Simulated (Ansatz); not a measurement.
Pulling on the Ga1–H2 bond in GaH3O (SMILES [OH][GaH2]) (multiplicity 1 held, fragments rigid). Energies count from the point at 1.556 Å.
Geometry at that point (charge 0, multiplicity 1):
| atom | x (Å) | y (Å) | z (Å) |
|---|---|---|---|
| Ga | -0.2252 | -0.2844 | 0.0258 |
| H | 0.0603 | -1.2972 | 1.1723 |
| H | -1.3595 | -0.3087 | -1.0529 |
| O | 0.9382 | 1.0873 | -0.0240 |
| H | 0.7756 | 1.7230 | -0.7275 |

R- and RO- levels are restricted; in cc, def2 and unpolarised 6-31G sets they are followed outwards from rest. Unrestricted levels (U-) break spin symmetry where that is lower. Active spaces are followed from a long bond inwards. Curves can end on different states.

Correlated levels freeze the cores. Filled d and f shells under p-block atoms count as core.

The values were computed with Ansatz (Gaussian basis) for Hartree–Fock, density functionals and correlated methods. 

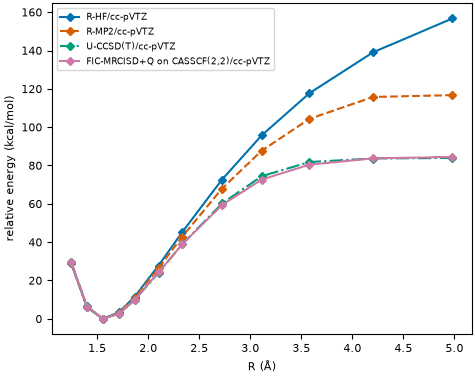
*Relative energy along the coordinate*

Doubts at one or more of the structures used: a restricted determinant that unrestricted orbitals would lower (R-HF/cc-pVTZ, R-MP2/cc-pVTZ); a spin-contaminated determinant (U-CCSD(T)/cc-pVTZ); T1 above 0.05 (U-CCSD(T)/cc-pVTZ).

Ansatz is an electronic-structure program.
